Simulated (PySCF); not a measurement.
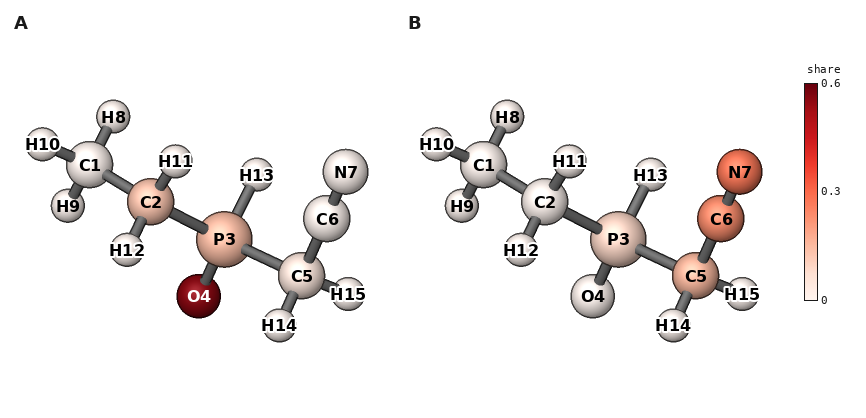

Each panel colours the atoms by their Löwdin share in one orbital (up to four of the largest shares; other atoms are shown as zero). The computed structure is the end point of a GFN2-xTB optimisation. No frequency run is at hand to confirm it as a minimum. Method: PBE0/def2-SVPD (PySCF 2.14.0).

### The panels show the HOMO, LUMO, in some order. Which is which?

A: HOMO, −8.32 eV; O4 0.56, P3 0.14, C2 0.13, C5 0.04
B: LUMO, 0.07 eV; N7 0.27, C6 0.23, C5 0.15, P3 0.09

The geometry is semi-empirical. Around P such bond lengths and angles can be off by a tenth of an ångström or more and by several degrees, and values that hang on the shape move with them.
